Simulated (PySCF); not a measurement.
# One shape, several levels: C2H8GaN (SMILES [CH3][Ga]([CH3])[NH2])

We compute a comparison of 5 runs (HF/def2-SVP, wB97X/3-21G, PBE0/pcseg-1, PBE0/def2-SVP, MP2/STO-3G) of C2H8GaN. The job is set up through a Python script.

The calculation is run with PySCF 2.14.0.

**1. Starting point**

C2H8GaN has 12 atoms, charge 0, and is taken as a singlet. SMILES: `[CH3][Ga]([CH3])[NH2]`. Geometry: relaxed at PBE0-D4/def2-TZVP.

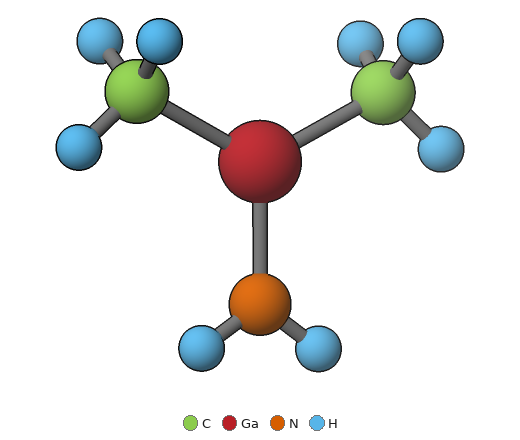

Viewed from a chosen angle; carbon green, gallium red, nitrogen orange, hydrogen blue.

**2. Energy and forces at HF/def2-SVP (run 1)**

calc.py reads:

```python
import pyscf.grad
from pyscf import gto, scf

system = gto.M(
    atom='''
C   -0.496600   1.795100  -0.383100
Ga  -0.078800  -0.097900  -0.052000
C    1.442300  -0.783000   0.989400
N   -1.206800  -1.333200  -0.779100
H   -1.389900   1.910300  -0.999000
H   -0.659300   2.323300   0.559900
H    0.336100   2.290100  -0.889200
H    1.414300  -0.397200   2.011600
H    1.443400  -1.873300   1.034100
H    2.387700  -0.456700   0.548400
H   -2.017200  -1.104900  -1.329400
H   -1.098200  -2.328000  -0.677500
''',
    max_memory=1860,
    basis='def2-svp',
    charge=0,
    verbose=4,
)

mf = scf.RHF(system)
mf.conv_tol = 1e-10
mf.kernel()
if not mf.converged:
    mf = mf.newton().run(mf.mo_coeff, mf.mo_occ)

e_tot = mf.e_tot
print(f'total energy: {e_tot:.8f} hartree')
grad = mf.Gradients().kernel()
mf.analyze()
```

Launch:

```
$ OMP_NUM_THREADS=1 python calc.py
```

What it wrote:

```text
PySCF version 2.14.0

[... 98 lines left out ...]
MO #9   energy= -6.35859155716145  occ= 2
[... 20 lines left out ...]
MO #30  energy= 0.11865565149844   occ= 0
[... 20 lines left out ...]
MO #51  energy= 0.749833695922623  occ= 0
[... 20 lines left out ...]
MO #72  energy= 1.52726938478789   occ= 0
[... 20 lines left out ...]
MO #93  energy= 2.49220335606049   occ= 0
[... 20 lines left out ...]
MO #114 energy= 3.75755486847538   occ= 0
[... 129 lines left out ...]
Dipole moment(X, Y, Z, Debye): -0.18949, -0.20484, -0.11676
```

Run time: 62 s. Hardware: 1 thread of Intel Xeon at 2.50GHz (Skylake/Cascade Lake), shared host; peak memory 0.28 GiB.

**3. Energy and forces at wB97X/3-21G (run 2)**

run.py reads:

```python
from pyscf import gto, dft

mol = gto.M(
    atom='''
C   -0.496600   1.795100  -0.383100
Ga  -0.078800  -0.097900  -0.052000
C    1.442300  -0.783000   0.989400
N   -1.206800  -1.333200  -0.779100
H   -1.389900   1.910300  -0.999000
H   -0.659300   2.323300   0.559900
H    0.336100   2.290100  -0.889200
H    1.414300  -0.397200   2.011600
H    1.443400  -1.873300   1.034100
H    2.387700  -0.456700   0.548400
H   -2.017200  -1.104900  -1.329400
H   -1.098200  -2.328000  -0.677500
''',
    verbose=4,
    basis='3-21g',
    charge=0,
    max_memory=1860,
)

mf = dft.RKS(mol, xc='wb97x')
mf.grids.level = 5
mf.conv_tol = 1e-10
mf.kernel()
if not mf.converged:
    mf = mf.newton().run(mf.mo_coeff, mf.mo_occ)

energy = mf.e_tot
print('E = %.10f Eh' % energy)
grad = mf.nuc_grad_method().kernel()
mf.analyze()
```

Launch:

```
$ OMP_NUM_THREADS=1 python run.py
```

What it wrote:

```text
PySCF version 2.14.0

[... 99 lines left out ...]
DFT Exchange-Correlation Energy =      -95.750411990547775
[... 14 lines left out ...]
MO #13  energy= -0.930195792613947 occ= 2
[... 12 lines left out ...]
MO #26  energy= -0.481214803238051 occ= 2
[... 12 lines left out ...]
MO #39  energy= 0.320282376404406  occ= 0
[... 12 lines left out ...]
MO #52  energy= 1.13357852791961   occ= 0
[... 12 lines left out ...]
MO #65  energy= 2.39520488338386   occ= 0
[... 80 lines left out ...]
Dipole moment(X, Y, Z, Debye): -0.44569, -0.48502, -0.28105
```

Run time: 88 s. Hardware: 1 thread of Intel Xeon at 2.50GHz (Skylake/Cascade Lake), shared host; peak memory 0.65 GiB.

Runs 3 to 4 aren't shown in full; the table further down has their settings and results.

**4. Energy and forces at MP2/STO-3G (run 5)**

geometry.xyz reads:

```xyz
12
C2H8GaN
C     -0.496600     1.795100    -0.383100
Ga    -0.078800    -0.097900    -0.052000
C      1.442300    -0.783000     0.989400
N     -1.206800    -1.333200    -0.779100
H     -1.389900     1.910300    -0.999000
H     -0.659300     2.323300     0.559900
H      0.336100     2.290100    -0.889200
H      1.414300    -0.397200     2.011600
H      1.443400    -1.873300     1.034100
H      2.387700    -0.456700     0.548400
H     -2.017200    -1.104900    -1.329400
H     -1.098200    -2.328000    -0.677500
```

calc.py reads:

```python
import pyscf.grad
from pyscf import gto, scf, mp

mol = gto.M(
    atom='geometry.xyz',
    basis='sto-3g',
    verbose=3,
    charge=0,
    max_memory=1860,
)

mf = scf.RHF(mol)
mf.conv_tol = 1e-10
mf.kernel()
if not mf.converged:
    mf = mf.newton().run(mf.mo_coeff, mf.mo_occ)

pt = mp.MP2(mf, frozen=12).run()
energy = pt.e_tot
print('E = %.10f Eh' % energy)
grad = pt.Gradients().kernel()
mf.analyze()
```

Launch:

```
$ OMP_NUM_THREADS=1 python calc.py
```

What it wrote:

```text
converged SCF energy = -2034.12940865571
[... 17 lines left out ...]
MO #6   energy= -15.2385641838197  occ= 2
[... 6 lines left out ...]
MO #13  energy= -1.02503453229108  occ= 2
[... 6 lines left out ...]
MO #20  energy= -0.491805122451476 occ= 2
[... 6 lines left out ...]
MO #27  energy= -0.265482226751404 occ= 2
[... 6 lines left out ...]
MO #34  energy= 0.719709504014001  occ= 0
[... 6 lines left out ...]
MO #41  energy= 0.822211035458021  occ= 0
[... 13 lines left out ...]
Dipole moment(X, Y, Z, Debye): -0.42044, -0.45798, -0.26635
```

Wall time 16 s (1 thread of Intel Xeon at 2.50GHz (Skylake/Cascade Lake), shared host); peak memory 0.16 GiB.

**5. All runs side by side**

| run | level | integration grid | frozen core orbitals | energy (Eh) | dipole moment (D) of the reference | HOMO energy (eV) | LUMO energy (eV) | wall time |
| --- | --- | --- | --- | --- | --- | --- | --- | --- |
| 1 | HF/def2-SVP | – | – | -2057.769717 | 0.30 | -10.28 | 3.23 | 62 s |
| 2 | wB97X/3-21G | 5 | – | -2050.513919 | 0.72 | -8.83 | 2.57 | 88 s |
| 3 | PBE0/pcseg-1 | 5 | – | -2059.995449 | 0.36 | -6.97 | 0.24 | 3 min |
| 4 | PBE0/def2-SVP | 5 | – | -2059.896093 | 0.50 | -6.82 | 0.38 | 2.5 min |
| 5 | MP2/STO-3G | – | 12 | -2034.335656 | 0.68 | -6.74 | 6.49 | 16 s |

**6. What came out**

| quantity | value |
| --- | --- |
| run 5: total energy | -2034.33566 Eh |
| run 5: dipole moment (Hartree–Fock density) | 0.68 D |
| run 5: HOMO energy (Hartree–Fock orbitals) | -6.74 eV |
| run 5: LUMO energy (Hartree–Fock orbitals) | 6.49 eV |
| run 5: HOMO–LUMO gap (Hartree–Fock orbitals) | 13.23 eV |
| run 5: correlation energy (12 core orbitals frozen) | -206.2 mEh |
| run 5: largest force on an atom | 8.248 eV/Å |

**Reading.** Over runs 1, 2, 3, 4 the dipole moment (its size) runs from 0.30 D (HF/def2-SVP) to 0.72 D (wB97X/3-21G). The two ends differ in method and basis. Over runs 1, 2, 3, 4 the HOMO–LUMO gap runs from 7.20 eV (PBE0/def2-SVP) to 13.51 eV (HF/def2-SVP). Exact exchange widens orbital gaps. Totals of different functionals can't be ranked against each other. In run 5 the basis is minimal, so the values are rough. All runs together took 8.2 min, the longest 3 min.
